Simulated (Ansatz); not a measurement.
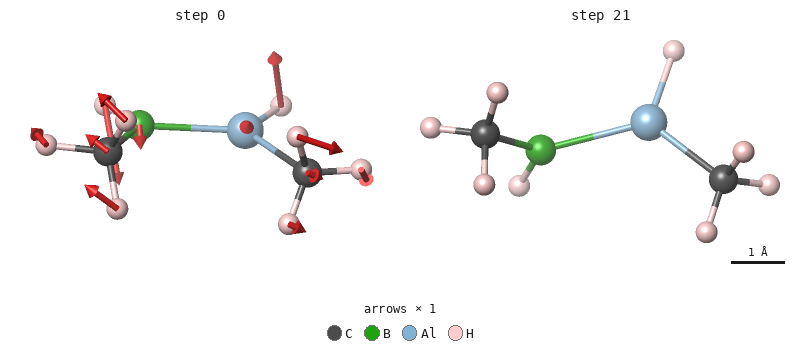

The structure of C2H8AlB (coarse preliminary run) before (left) and after (right) a relaxation, at one scale. The red arrows give the displacements, at their true length.

The picture is a ball-and-stick view, seen from a free direction.

The start comes from a force field.

Computed with RKS PBE-D4/def2-SVP in Ansatz. Settings: force threshold 0.03 eV/Å; at most 200 steps.

### What changed between the two?

The largest move after the best rigid fit is that of an H atom, 1.57 Å. Largest moves by element: H 1.57 Å, C 0.55 Å, B 0.49 Å, Al 0.40 Å. Among the contacts that change: Al–B 2.041 → 2.133 Å, C–H 1.184 → 1.111 Å, B–H 1.161 → 1.230 Å, Al–C 2.034 → 1.980 Å. Among the angles between lasting bonds that change: B–C–H 112.4° → 101.8°, C–B–Al 117.8° → 127.7°, C–B–H 122.5° → 114.8°. Groups turn about Al–B by about 85°, Al–C by about 50°, B–C by about 35°. Over 19 accepted moves (21 points after the start) the energy falls by 15.3 kcal/mol. The largest force component goes from 3 to 0.026 eV/Å. The line search rejected the trial steps at points 11, 19 of the run. The run took 2.1 min on 2 threads of AMD EPYC (shared host).
